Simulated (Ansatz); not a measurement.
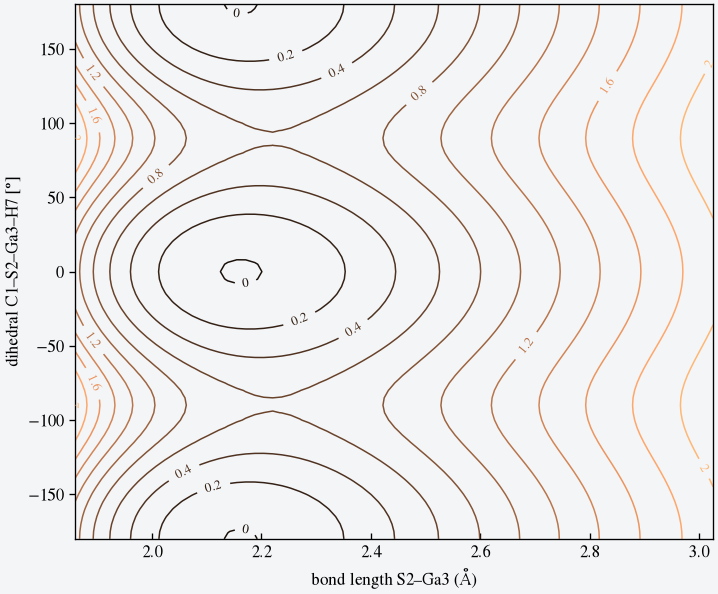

Energy landscape of CH₅GaS, SMILES C[S][GaH2]. Coordinates scanned: (1) bond length S2–Ga3; (2) dihedral C1–S2–Ga3–H7. Nothing is relaxed (all other coordinates rigid). The grid has 15 × 15 points. Points are written as (first, second). Energies are in eV, from the lowest grid point. Computed with RKS SPW92 (LDA)/def2-TZVP in Ansatz.

The picture shows contour lines labelled in eV. Between grid points the surface is interpolated. 

> What does the map say about the system?

The lowest grid point is at (2.193 Å, −180°); the map holds 2 wells of about this depth. The highest grid point, (3.026 Å, −84°), lies 2.13 eV above the lowest. On the interpolated surface the easiest way out of the lowest well to a well of about the same depth near (2.193 Å, 12°) passes a barrier of about 0.61 eV. Round the minimum the two coordinates are nearly uncoupled.

Grid values (eV):

```tsv
dihedral C1–S2–Ga3–H7 ↓, bond length S2–Ga3 →	1.859	1.942	2.026	2.109	2.193	2.276	2.359	2.443	2.526	2.610	2.693	2.776	2.860	2.943	3.026
156	1.19	0.60	0.26	0.11	0.08	0.15	0.28	0.46	0.66	0.88	1.10	1.33	1.55	1.76	1.97
132	1.51	0.89	0.52	0.35	0.30	0.35	0.46	0.62	0.80	1.00	1.21	1.43	1.64	1.84	2.04
108	1.89	1.23	0.82	0.61	0.54	0.56	0.65	0.78	0.95	1.14	1.33	1.53	1.73	1.92	2.11
84	1.99	1.32	0.91	0.69	0.60	0.62	0.70	0.83	0.99	1.17	1.36	1.56	1.75	1.94	2.13
60	1.70	1.07	0.68	0.48	0.42	0.46	0.56	0.70	0.88	1.07	1.27	1.48	1.69	1.89	2.08
36	1.33	0.73	0.37	0.21	0.18	0.23	0.36	0.53	0.72	0.93	1.15	1.37	1.59	1.80	2.00
12	1.10	0.52	0.18	0.03	0.02	0.09	0.23	0.41	0.61	0.84	1.06	1.29	1.52	1.74	1.95
−12	1.10	0.52	0.18	0.03	0.02	0.09	0.23	0.41	0.62	0.84	1.06	1.29	1.52	1.74	1.95
−36	1.33	0.73	0.37	0.21	0.18	0.24	0.36	0.53	0.72	0.93	1.15	1.37	1.59	1.80	2.00
−60	1.71	1.07	0.68	0.48	0.42	0.46	0.56	0.70	0.88	1.07	1.28	1.48	1.69	1.89	2.08
−84	1.99	1.32	0.91	0.69	0.60	0.62	0.70	0.83	0.99	1.17	1.36	1.56	1.75	1.95	2.13
−108	1.88	1.23	0.82	0.61	0.53	0.56	0.65	0.78	0.95	1.14	1.33	1.53	1.73	1.92	2.11
−132	1.51	0.89	0.52	0.34	0.30	0.35	0.46	0.62	0.80	1.00	1.21	1.42	1.64	1.84	2.04
−156	1.19	0.60	0.26	0.11	0.08	0.15	0.28	0.46	0.66	0.88	1.10	1.33	1.55	1.76	1.97
−180	1.07	0.49	0.16	0.01	0.00	0.08	0.22	0.40	0.61	0.83	1.06	1.29	1.51	1.73	1.94
```

Each point was launched as `ansatz run input.yaml --threads 1 --pin off --max-ram 2560MiB --backend cpu --events-out ev --progress --plain --runs-dir out`. The whole map (225 points run) took 6.6 min on 1 thread of Intel(R) Xeon(R) Platinum 8559C (Emerald Rapids) (shared host).
